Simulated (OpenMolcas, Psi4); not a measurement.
# C2H3I: a line through the functionals

C2H3I: 6 atoms, total charge 0, spin state singlet. As SMILES, `C=CI`. The coordinates come from a PBE0-D4/def2-TZVP relaxation.

The dipole moment y, in D, basis def2-SVP with a core potential; a is the functional's share of exact exchange. Programs: OpenMolcas 26.06, Psi4 1.11.

| functional | program | a | y (D) |
| --- | --- | --- | --- |
| revPBE | Psi4 | 0 | 1.07 |
| BLYP | OpenMolcas | 0 | 1.03 |
| B3LYP | Psi4 | 0.2 | ? |
| PBE0 | Psi4 | 0.25 | 1.21 |
| BHLYP | Psi4 | 0.5 | 1.26 |

Problem. Fit y = c + s·a to the known rows and predict B3LYP.

Solution. 
1. Means of the 4 rows: a = 0.1875, y = 1.143.
2. Σ(Δa)² = 0.17188, Σ(Δa·Δy) = 0.075625, so the slope is 0.075625/0.17188 = 0.43999.
3. Intercept: 1.143 − (0.43999) × 0.1875 = 1.061. The largest residual of the fit is 0.040.
4. B3LYP: 1.061 + (0.43999) × 0.2 = 1.15 D.

The run gave 1.13 D, so the prediction is off by +0.02 D, within the largest residual. More exact exchange makes the molecule more polar here.

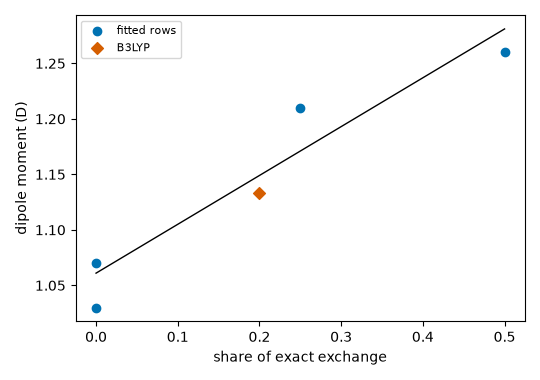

The fitted line, with the withheld row.
